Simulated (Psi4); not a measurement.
# SiNH4F (SMILES N[SiH2]F), run twice

Aim: the energy in a field of SiNH4F at MP2/cc-pV(T+d)Z (density fitting, density fitting for correlation, dipole perturbation λ (added as +λ·μ, a field of −λ) (0, 0, 0.02) a.u.).

The results are computed with Psi4 1.11.

2 further runs of the same task are left out: 2 set aside as unsound or not needed.

## 1. The structure to begin with

SiNH4F has 7 atoms, charge 0, and is taken as a singlet. As SMILES, `N[SiH2]F`. The coordinates come from a PBE0-D4/def2-TZVP relaxation. This is one conformer, not always the lowest.

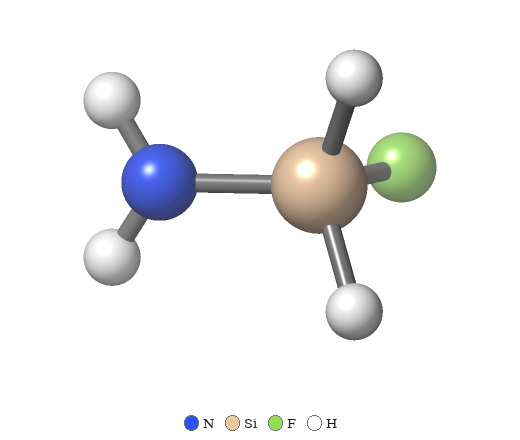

The structure, seen from a chosen angle (nitrogen blue, silicon light orange, fluorine green, hydrogen white).

## 2. Try one

The input, calc.in:

```
memory 1600 mb

molecule {
  0 1
  N
  Si 1 1.695514
  F 2 1.604561 1 114.64596
  H 1 1.006283 2 121.95998 3 -77.47342
  H 1 1.006321 4 111.83169 2 -157.22687
  H 2 1.479364 3 105.83286 1 119.30873
  H 2 1.479239 6 114.04763 3 -115.91915
  symmetry c1
  no_reorient
  no_com
}

set basis cc-pV(T+d)Z
set scf_type df
set freeze_core true
set mp2_type df
set perturb_h true
set perturb_with dipole
set perturb_dipole [0.0, 0.0, 0.02]
set docc [19]

energy('mp2')
```

Launch:

```sh
psi4 -i calc.in -o calc.out -n 1
```

calc.out:

```text
Psi4 1.11 release

   => Loading Basis Set <=

    Name: CC-PV(T+D)Z
    Role: ORBITAL
    Keyword: BASIS

RuntimeError:
Fatal Error: Got 19 alpha electrons, expected 17.
DOCC and SOCC must specify the occupation of all electrons or none.

Printing out the relevant lines from the Psithon --> Python processed input file:
    core.set_global_option("MP2_TYPE", "df")
    core.set_global_option("PERTURB_H", "true")
    core.set_global_option("PERTURB_WITH", "dipole")
    core.set_global_option("PERTURB_DIPOLE", [0.0, 0.0, 0.02])
    core.set_global_option("DOCC", [19])
--> energy('mp2')

!----------------------------------------------------------------------------------!
!                                                                                  !
! Fatal Error: Got 19 alpha electrons, expected 17.                                !
! DOCC and SOCC must specify the occupation of all electrons or none.              !
!                                                                                  !
!----------------------------------------------------------------------------------!

    Psi4 run time: 0:00:00.14
```

It took 0.82 s on 1 thread of Intel Xeon 6975P-C (Granite Rapids), shared host; peak memory 0.14 GiB.

## 3. Reading the log

The input was rejected.

The log says `Fatal Error: Got 19 alpha electrons, expected 17.`. The fault: the orbital occupation or active space doesn't match the electron count or the lowest state. To mend it: docc at its default in place of (19).

## 4. Try two

The input, job.in:

```
memory 1600 MB

molecule geom {
  0 1
  N
  Si 1 1.695514
  F 2 1.604561 1 114.64596
  H 1 1.006283 2 121.95998 3 -77.47342
  H 1 1.006321 4 111.83169 2 -157.22687
  H 2 1.479364 3 105.83286 1 119.30873
  H 2 1.479239 6 114.04763 3 -115.91915
  symmetry c1
  no_reorient
  no_com
}

set basis cc-pV(T+d)Z
set scf_type df
set freeze_core true
set mp2_type df
set perturb_h true
set perturb_with dipole
set perturb_dipole [0.0, 0.0, 0.02]

result, w = energy("mp2", return_wfn=True)
print_variables()
```

Launch:

```sh
psi4 -i job.in -o job.out -n 1
```

job.out:

```text
[...]
  Running in c1 symmetry.
[...]
  Nuclear repulsion =  118.521985152383934
[...]
  Multiplicity = 1
[...]
  Nalpha       = 17
  Nbeta        = 17
[...]
    Number of basis functions: 155
[...]
   @DF-RHF iter   1:  -445.24490890594183   -7.26562e-01   3.27095e-03 ADIIS/DIIS
[...]
   @DF-RHF iter  11:  -445.35182423148490   -9.09495e-12   3.21541e-09 DIIS
[...]
    Orbital Energies [Eh]
    ---------------------
    Doubly Occupied:
       1A    -68.813199     2A    -26.288555     3A    -15.511067
       4A     -6.154775     5A     -4.262479     6A     -4.261759
       7A     -4.261198     8A     -1.591376     9A     -1.111435
      10A     -0.771533    11A     -0.676711    12A     -0.672806
      13A     -0.646943    14A     -0.630108    15A     -0.529473
      16A     -0.488996    17A     -0.395305
[...]
  @DF-RHF Final Energy:  -445.35182423148490
   => Energetics <=
    Nuclear Repulsion Energy =            118.5219851523839338
    One-Electron Energy =                -853.6121846774149162
    Two-Electron Energy =                 289.7383752935461416
    Total Energy =                       -445.3518242314848976
[...]
 Multipole Moments:
 ------------------------------------------------------------------------------------
     Multipole            Electronic (a.u.)      Nuclear  (a.u.)        Total (a.u.)
 ------------------------------------------------------------------------------------
 L = 1.  Multiply by 2.5417464519 to convert [e a0] to [Debye]
 Dipole X            :          0.0002560           -0.0001519            0.0001041
 Dipole Y            :         -3.1727144            3.4238956            0.2511813
 Dipole Z            :          1.9298560           -3.2984194           -1.3685634
 Magnitude           :                                                    1.3914229
[...]
```

Run time: 2.5 s. Hardware: 1 thread of Intel Xeon 6975P-C (Granite Rapids), shared host; peak memory 0.35 GiB.

## 5. What came out

At MP2/cc-pV(T+d)Z (density fitting, density fitting for correlation, dipole perturbation λ (added as +λ·μ, a field of −λ) (0, 0, 0.02) a.u.):

| quantity | value |
| --- | --- |
| total energy | -445.94656 Eh |
| HOMO–LUMO gap (Hartree–Fock orbitals) | 14.71 eV |
| correlation energy (7 core orbitals frozen) | -594.7 mEh |
